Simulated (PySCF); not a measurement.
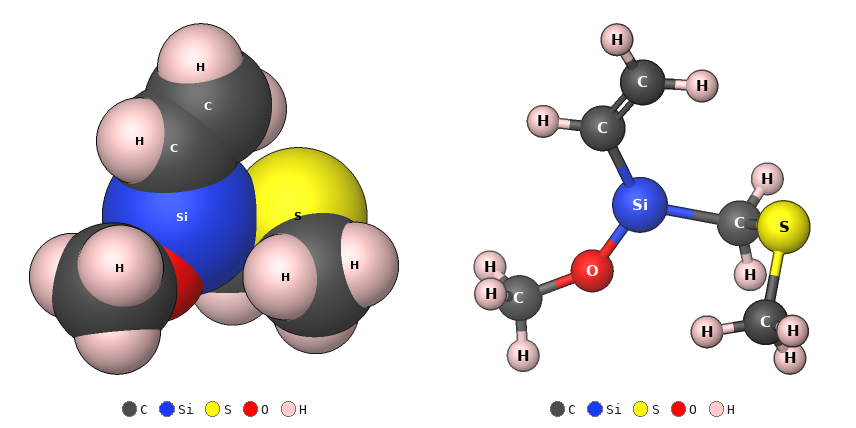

The same structure drawn twice, from different directions.

Charge +1, singlet. Computed geometry: GFN2-xTB optimisation. No frequency run is at hand to confirm it as a minimum.

Identify the structure.

The species is C₅H₁₁OSSi⁺. As SMILES it reads `C=C[Si+](CSC)OC`. It has no ring. Among its groups: alkene, thioether, Si–O bond. The point group is C1. Coordination: 2 C trigonal planar; 1 Si trigonal planar; 3 C tetrahedral; 1 S bent; 1 O bent.

More results for the same structure follow; atom numbers are the same in all pictures, views and colours differ.

## Geometry

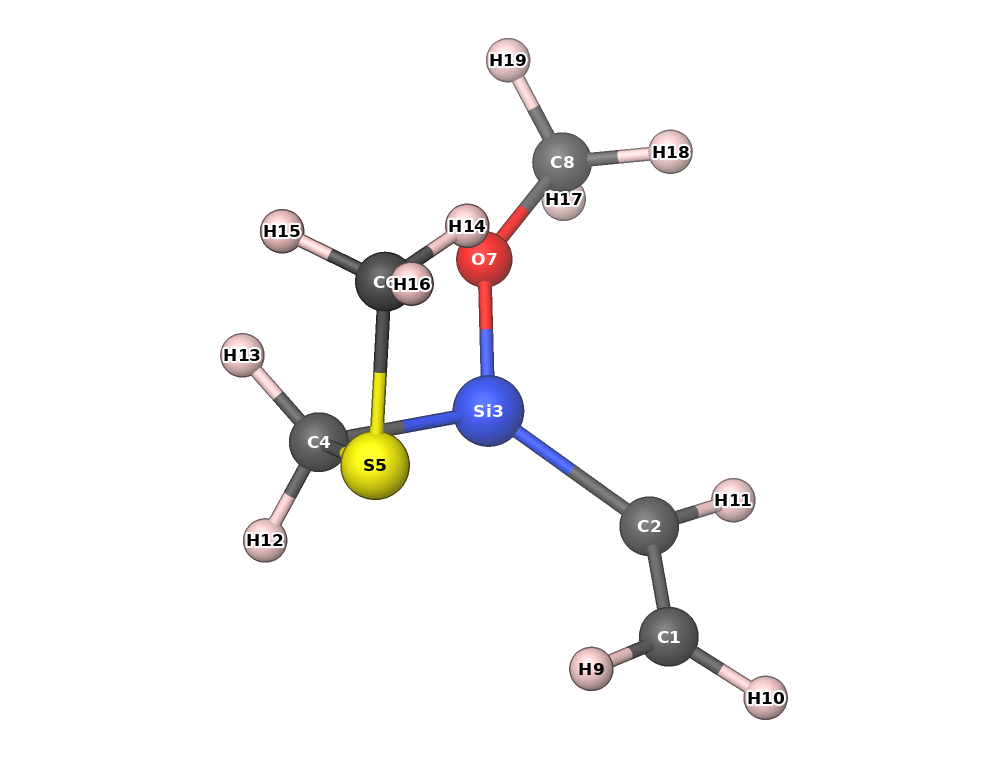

C4 lies behind S5. The molecule seen a little off the S5–C4 bond, S5 in front. Atoms fade into the background with distance from the viewer. No frequency run is at hand to confirm it as a minimum.

What is the torsion angle C6–S5–C4–Si3? The sign is positive where the front bond must turn clockwise to cover the back bond.

Answer. 84°, about perpendicular.

## Electronic properties

No frequency run is at hand to confirm it as a minimum. Method: PBE0/pcSseg-1, gas phase (PySCF 2.14.0).

What does the calculation give?

- HOMO energy (Kohn–Sham orbital): −10.74 eV
- LUMO energy (Kohn–Sham orbital): −6.93 eV
- HOMO–LUMO gap: 3.81 eV

## NMR shielding

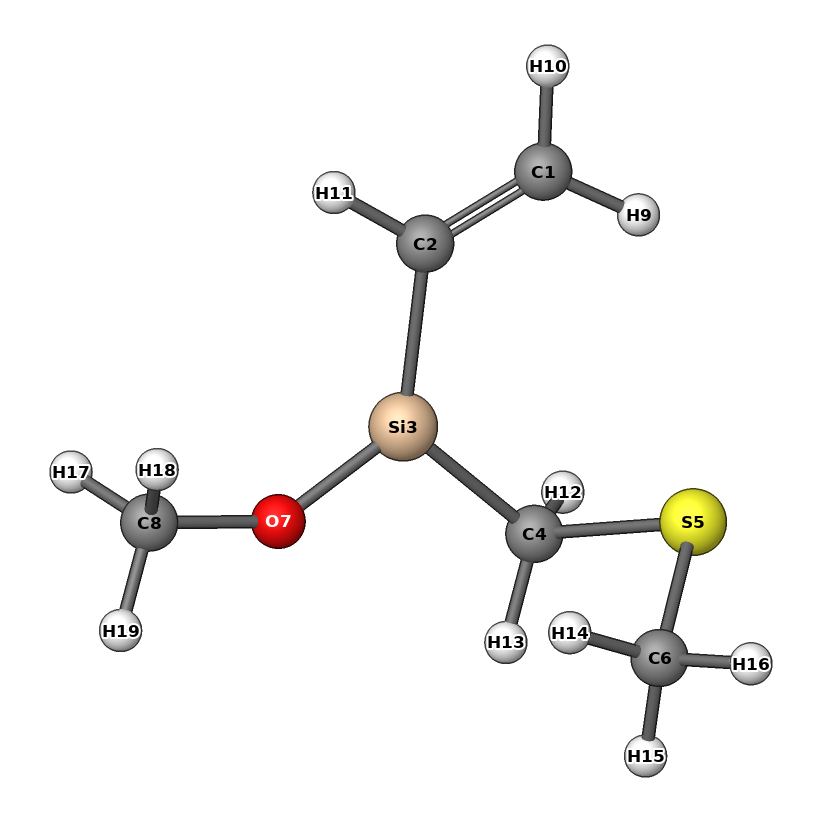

The questions are on isotropic NMR shieldings of the C atoms. No frequency run is at hand to confirm it as a minimum. Properties computed with GIAO PBE0/pcSseg-1 NMR shielding, non-relativistic, gas phase (PySCF 2.14.0).

Which C atom is the most shielded (lowest chemical shift)?

Answer. C6 (163.5 ppm).

Which C atom is the least shielded (highest chemical shift)?

Answer. C1 (8.5 ppm).

How wide is the range of C shifts?

Answer. 155.0 ppm.

Give the isotropic NMR shieldings of the C atoms atom by atom.

```
atom  σ (ppm)
  C1      8.5
  C2     65.5
  C4    155.4
  C6    163.5
  C8    125.6
```

## Quadrupole coupling

No frequency run is at hand to confirm it as a minimum. Electric field gradients from the ground-state density, PBE0/pcSseg-1 (PySCF 2.14.0), non-relativistic apart from any core potentials.

Give the largest field-gradient component, the quadrupole coupling constant and the asymmetry for 33S at S5 (Q = −67.81 mb), 17O at O7 (Q = −25.6 mb).

```tsv
atom	V_zz (a.u.)	e²qQ/h (MHz)	η
S5	−3.021	48.1	0.72
O7	1.493	−8.98	0.30
```

The geometry is semi-empirical. Around Si such bond lengths and angles can be off by a tenth of an ångström or more and by several degrees, and values that hang on the shape move with them.
